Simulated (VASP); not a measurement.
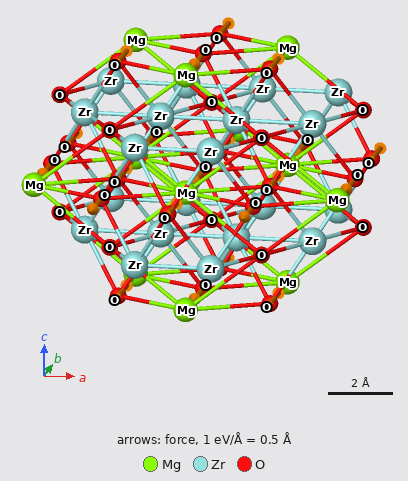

Starting geometry of solid MgZr$_{2}$O$_{3}$ (a generated structure, set up in Cmmm) with the computed forces as orange arrows. Style: ball-and-stick. Shown: the atoms within 5.8 Å of the atom that moves most (axes of the conventional cell (2 times the calculation's cell)), slightly off an axis. Lengths and directions refer to the drawn axes.

The run lets cell and atoms move.

Theory: Kohn-Sham DFT of a periodic cell, PBE, VASP PAW PBE potentials, recommended in VASP 6.6.1.

Input
```
ALGO = Fast
EDIFF = 1E-4
EDIFFG = -0.08
ENCUT = 520
GGA = PE
IBRION = 2
ISIF = 3
ISMEAR = 0
LASPH = T
LCHARG = F
LREAL = F
LWAVE = F
NELM = 60
NSW = 24
PREC = Normal
SIGMA = 0.15
```

Run as
```bash
cat potpaw_PBE.64/Mg/POTCAR potpaw_PBE.64/Zr_sv/POTCAR potpaw_PBE.64/O/POTCAR > POTCAR
mpirun -np 1 vasp_std > vasp.out
```

### Is this structure relaxed? If not, where do the atoms go?

It isn't relaxed: the largest force vector, on O atoms, is 3.35 eV/Å. The atoms end up moving mostly along the starting forces (cosine between the two patterns 1.00). The largest moves relative to the cell, 0.76 Å, are those of O atoms. Zr and Mg stay in place. The drawn cell changes as follows: a 4.881 → 5.587 Å (+14.5 %), b 8.162 → 7.793 Å (−4.5 %), c 3.816 → 3.650 Å (−4.3 %); the volume changes by +4.6 %. Near-neighbour distances that change, for instance: Mg–O 2.766 → 1.884 Å, Mg–O 2.772 → 3.443 Å, Zr–Zr 2.440 → 2.794 Å, Mg–O 3.098 → 3.337 Å. Bond angles that change, for instance: Zr–O–Zr 144.5° → 176.8°, Zr–O–Zr 61.7° → 74.8°, Zr–O–Zr 61.8° → 71.3°. The space group stays Cmmm (No. 65). After 12 geometry steps the energy has fallen by 5.175 eV per cell of the calculation. The largest force component goes from 3.4 to 0.074 eV/Å. The pressure goes from 8.75 to −0.15 GPa. It ran on 1 thread of Intel(R) Xeon(R) 6975P-C (Granite Rapids), with other jobs on the host.
